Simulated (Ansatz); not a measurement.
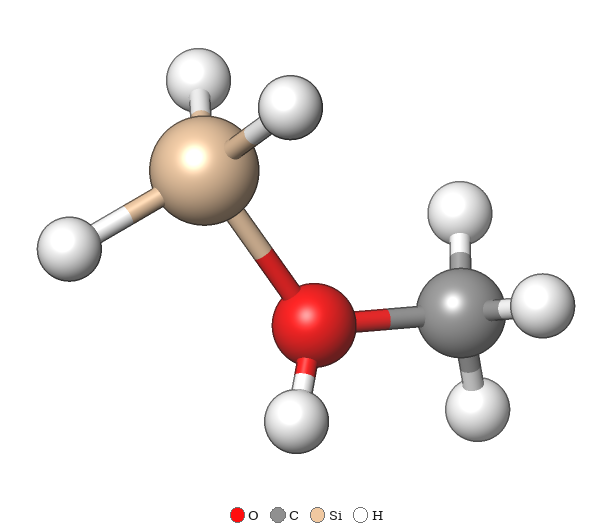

The picture shows a molecular structure as a ball-and-stick model.

State: charge +1, singlet. Computed geometry: PBE-D4/def2-SVP optimisation. No frequency run is at hand to confirm it as a minimum.

Describe the molecule.

The species is CH₇OSi⁺. The point group is C1. Coordination, clear cases only: 1 C tetrahedral; 1 Si tetrahedral.
